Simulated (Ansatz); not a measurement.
## Strength of the O–Zn bond: C2H6O2Zn → CH3OZn + CH3O

Gas-phase species: C2H6O2Zn `C[O][Zn][O]C`, singlet; CH3OZn `C[O][Zn]`, doublet; CH3O `C[O]`, doublet. The bond broken is the one whose loss leaves CH3OZn `C[O][Zn]`, relaxed to its own shape; its unpaired electron may spread away from that site.

Shapes, held fixed at every level: PBE0-D4/def2-TZVP. Programs: Ansatz 0.2.0. The zero-point and thermal change to 298 K, harmonic and unscaled (PBE0-D4/def2-TZVP), is -14.4 kJ/mol.

```tsv
level	kind	ΔH(298 K) (kJ/mol)
HF/def2-SVP	Hartree–Fock	+199.2
HF/def2-TZVPP	Hartree–Fock	+187.2
SPW92/def2-TZVPP	LDA	+384.0
r2SCAN-D4/def2-TZVPP	meta-GGA	+314.1
B3LYP-D4/def2-TZVPP	global hybrid	+307.0
BHLYP-D4/def2-TZVPP	global hybrid	+296.9
wB97X-V/def2-TZVPP	range-separated hybrid	+338.2
wB97M-V/def2-TZVPP	range-separated hybrid	+333.8
```

wB97M-V/def2-TZVPP gives ΔH(298 K) = +333.8 kJ/mol; the levels span +187.2 to +384.0. The median of the levels is +310.6. Hartree–Fock misses the correlation of the pair that is broken and comes out low. No measured value is set beside it here. Open shells run unrestricted. Relativity is left out for Zn.

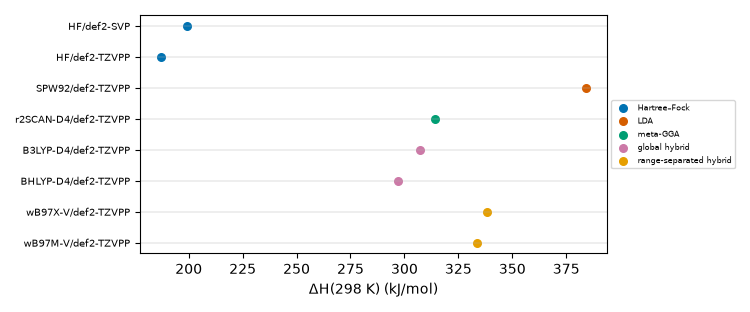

The values of the table, level by level.
